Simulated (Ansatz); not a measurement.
# A computed series for Cu: pressure series

Start from Cu in the fcc (Cu type) structure (space group Fm-3m, No. 225; a = 3.564 Å).

Cell and atoms are relaxed at each pressure.

Method: Kohn–Sham DFT with the PBEsol functional, run in Ansatz (an electronic-structure program) with PAW and 420 eV plane waves, no SOC.

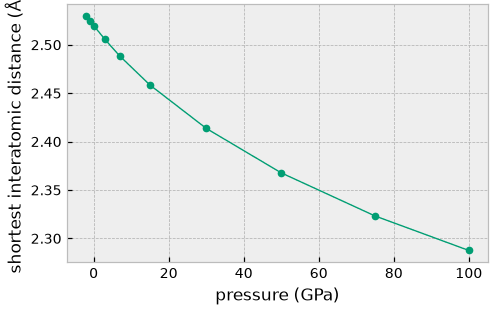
Figure. Shortest interatomic distance against pressure

Problem. From the plot, what is the shortest interatomic distance for pressure 15 GPa?

Solution. About 2.46 Å.

Problem. Is the trend monotonic over the range shown?

Solution. Yes, it falls throughout, spanning 2.288 Å to 2.530 Å.

Load acts through the strain it causes; cell and atoms are relaxed under it. Stability against distortions was not tested. Competing high-pressure phases were not computed. The final runs are not spin-polarised.
